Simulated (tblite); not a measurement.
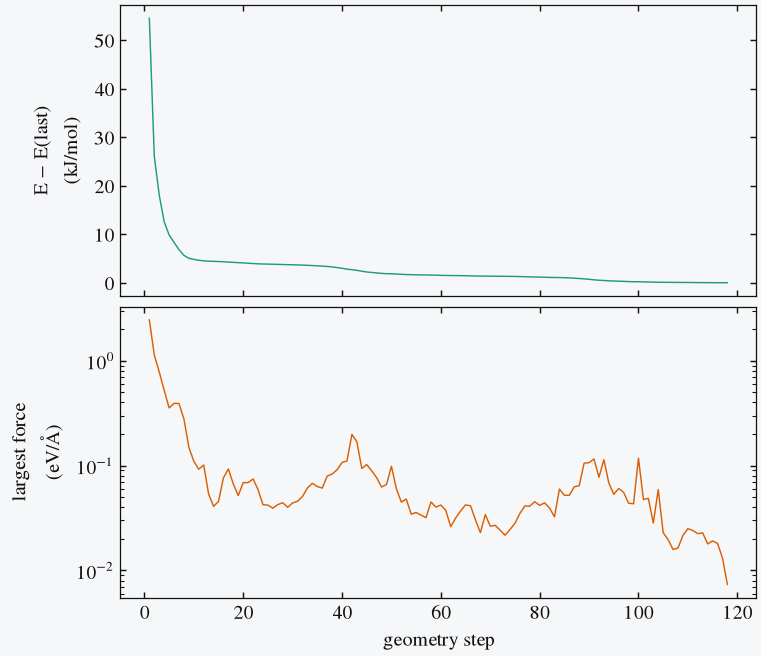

History of a geometry optimisation.

- system: C5H9N3 (SMILES Cc1nc(C)n(C)n1)
- method: GFN2-xTB geometry optimisation, gas phase (tblite)

How did the optimisation end?

The optimisation met its thresholds at geometry 118, counting the start as the first. The energy fell by about 55 kJ/mol from the first step to the last. The largest force goes from about 2.5 eV/Å at the start to 7 × 10⁻³ eV/Å at the end.
